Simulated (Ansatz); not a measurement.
The parent structure is HfO2 (space group P2_1/c, No. 14; a = 5.1141 Å, b = 5.1816 Å, c = 5.2953 Å, α = γ = 90.00°, β = 99.47°).

It is then changed as follows: every lattice vector is shortened by 2.89 %, atoms relaxed at fixed cell.

Level of theory: Ansatz (a program for electronic structure) r2SCAN, without spin-orbit coupling.

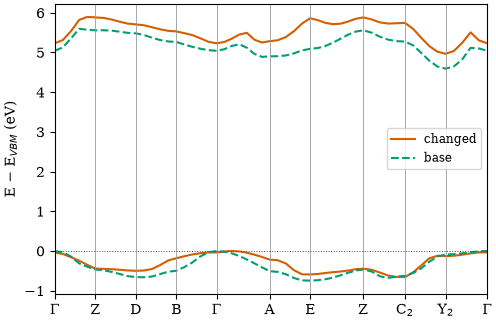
Figure. Highest valence and lowest conduction band along the path, each from its own valence-band maximum

The gap is 4.97 eV, indirect, Γ–A (29 % along) → Y₂; the base has 4.59 eV.

With Hf present, leaving out spin-orbit coupling can change the band edges. The cells carry an imposed strain or load. No phonon test of stability was made.
